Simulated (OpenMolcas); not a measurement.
How methods differ on SiH2OF (SMILES O[SiH]F)

SiH2OF: 5 atoms, total charge 0, spin state doublet. SMILES: `O[SiH]F`. The coordinates come from a PBE0-D4/def2-TZVP relaxation. This is one conformer, not always the lowest.

```xyz
5

O    -0.6152   -0.8846   -0.2763
Si    0.2839    0.2457    0.4931
F     0.2070    1.6465   -0.2831
H    -1.5645   -0.7651   -0.3380
H     1.6888   -0.2426    0.4044
```

Each level gives the energy change with the Si2–F3 bond stretched from 1.603 to 3.527 Å (eV). The values are calculated.

```tsv
level	kind	program	value (eV)	CPU time (all runs)
UHF/def2-TZVP	Hartree–Fock	OpenMolcas	4.33	96 s
U-revPBE/def2-TZVP	GGA	OpenMolcas	4.30	2.4 min
UBLYP/def2-TZVP	GGA	OpenMolcas	4.21	2.7 min
UPBE/def2-TZVP	GGA	OpenMolcas	5.53	7.2 min
U-r2SCAN/def2-TZVP	meta-GGA	OpenMolcas	5.65	4.8 min
UM06-L/def2-TZVP	meta-GGA	OpenMolcas	4.60	3.3 min
UB3LYP/def2-TZVP	global hybrid	OpenMolcas	4.65	1.9 min
UBHLYP/def2-TZVP	global hybrid	OpenMolcas	4.96	2.9 min
```

The first shape isn't each level's own minimum. The values span 4.21 to 5.65 eV. Spin contamination of the reference (⟨S²⟩ at least 0.1 too high) touches UHF/def2-TZVP. CPU times are rough (shared hosts, several kinds of processor): they show what a rung costs within a factor of a few.

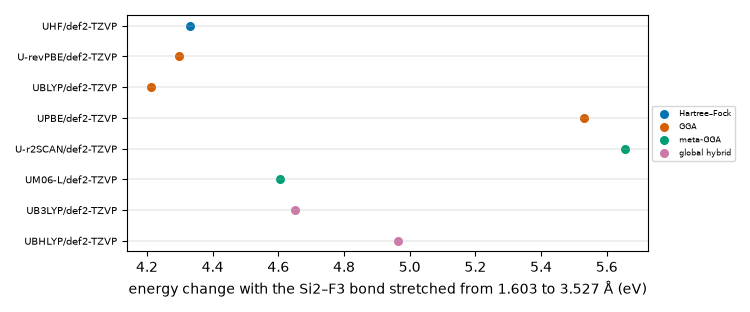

The values of the table, level by level.
